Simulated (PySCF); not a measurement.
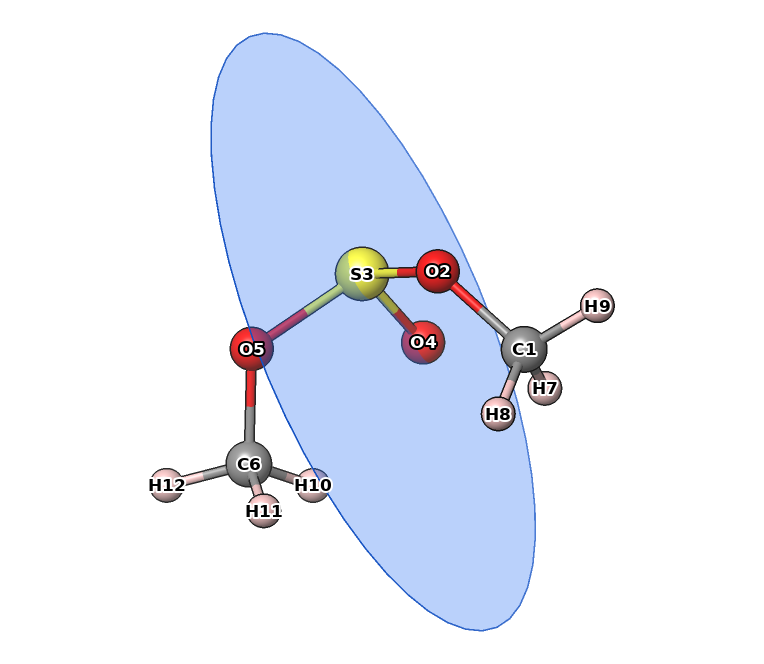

A disc through the centre of mass is drawn in. Distant atoms are faded towards the background colour. The geometry was computed by an optimisation with GFN2-xTB. No frequency run is at hand to confirm it as a minimum.

**Is the plane of the disc a mirror plane of the structure?**

Yes. The reflection leaves S3, O4 in place and moves C1 ↔ C6; O2 ↔ O5; H7 ↔ H10; H8 ↔ H11; H9 ↔ H12. The point group is Cs.
